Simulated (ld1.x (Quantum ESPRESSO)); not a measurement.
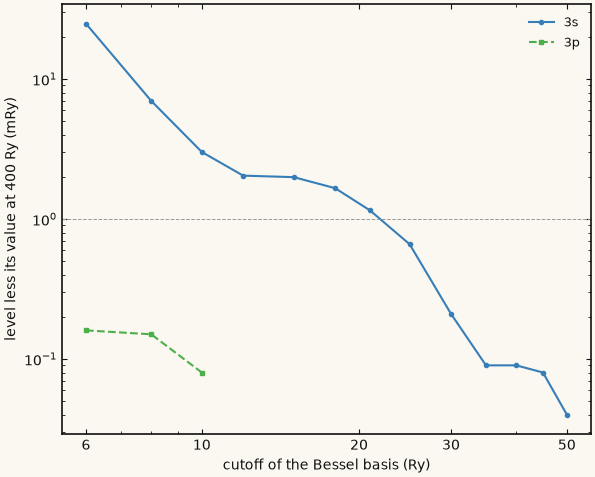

The pseudo-atom Hamiltonian at the reference potential is diagonalised in spherical Bessel functions (20 bohr box) up to the cutoff. Curves: distance of each valence level from its value at 400 Ry.

```json
{
 "Element": "aluminium",
 "Generator": "ld1.x (Quantum ESPRESSO) 7.5",
 "Type": "norm-conserving Troullier–Martins (Kleinman–Bylander form)",
 "Functional": "revPBE",
 "Relativity": "scalar-relativistic",
 "Frozen core": "[Ne]",
 "Valence charge": "3",
 "Reference configuration": "3s2 3p1",
 "Partial waves": "3s (bound): rc 1.70 bohr; 3p (bound): rc 2.90 bohr",
 "Local potential": "the p channel",
 "Core correction": "Bessel-smoothed model core inside 1.05 bohr"
}
```

Q: At which cutoff does each level come within 1 mRy for good?

A: 3s: 25 Ry; 3p: 6 Ry or less.

Q: Which occupied shell is the hardest?

A: 3s: its level needs 25 Ry to come within 1 mRy, against 6 Ry or less for 3p.

Q: What cutoffs are needed for 10 mRy and 1 mRy in the sum of levels?

A: 10 Ry and 30 Ry, on the ladder of cutoffs that was run.
